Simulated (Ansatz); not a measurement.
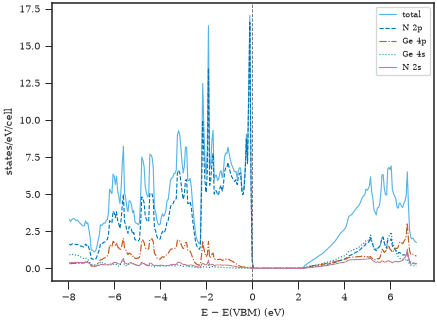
*Total and projected density of states of Ge₃N₄ in space group Fd-3m (No. 227; Ge on 16c, Ge on 8b, N on 32e), LDA (plane waves, PAW; program Ansatz)*

### Question
Which orbitals carry the states next to the gap?

### Answer
Top 1 eV of the valence band: N 2p 94 %. Bottom 1 eV of the conduction band: Ge 4s 32 %, Ge 4p 29 %, N 2p 20 %, N 2s 14 %, outside the projected shells 6 %. Projections are on Löwdin-orthogonalised atomic valence shells; empty p or d shells of many metals are not among them.

Symmetry was held in the LDA relaxation; phonons on a q-mesh show no instability. Scalar-relativistic: spin–orbit coupling is off unless named, which matters more the heavier the elements.

Potentials: the later of the program's two PAW sets.
